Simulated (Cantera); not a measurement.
A closed system holds: 1 mol Si2H6, 0.012 mol Cl2, 3.8 mol H2, held at 0.330 bar.

These are equilibrium values from Cantera (NASA tables, ideal gas, pure condensed phases), not measurements of a reactor. Candidate condensed phases: Si; 19 gas species. The feed counts by its element totals alone. Gases not in the tables: Si2H6 and higher silanes. The numbers say what is thermodynamically allowed, not how fast it happens.

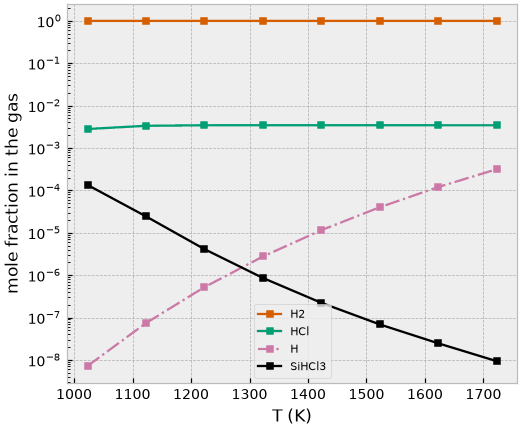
Equilibrium gas composition (values under 1e-9 drawn at 1e-9)

From 1023 K to 1623 K the condensed part is Si(s). At 1723 K the condensed part is Si(l). The main Si-bearing gas is SiHCl3 at 1023 K and SiCl2 at 1723 K.
